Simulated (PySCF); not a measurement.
Molecule: C3H12OSi2, SMILES [SiH2](OC)[SiH2]CC. Atoms near the plane z = 1.5 Å, at the GFN2-xTB optimised geometry (x, y, z in Å): C2 (1.9, -1.5, 0.4), Si3 (1.3, 0.2, 0.0), Si4 (-1.0, 0.2, 0.0), O5 (-1.2, 1.8, 0.0), C6 (-2.4, 2.5, 0.0), H10 (3.0, -1.6, 0.4), H11 (1.7, -1.8, 1.4), H13 (2.0, 1.1, 1.0), H14 (-1.6, -0.4, 1.2), H17 (-2.3, 3.6, 0.0), H18 (-3.0, 2.2, 0.9).

Level of theory: B3LYP/def2-SVP in PySCF. The values are rescaled to run from 0 to 1.

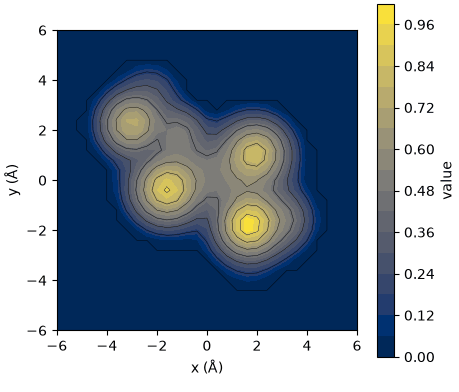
a field on the plane z = 1.5 Å.

Task: Which quantity is mapped?
(A) Laplacian of the electron density
(B) deformation density (molecule minus spherical neutral atoms)
(C) log10 of the electron density
(D) an orbital amplitude

Result: C, log10 of the electron density. In full: log10 of the electron density (e/bohr³), floored at −4.
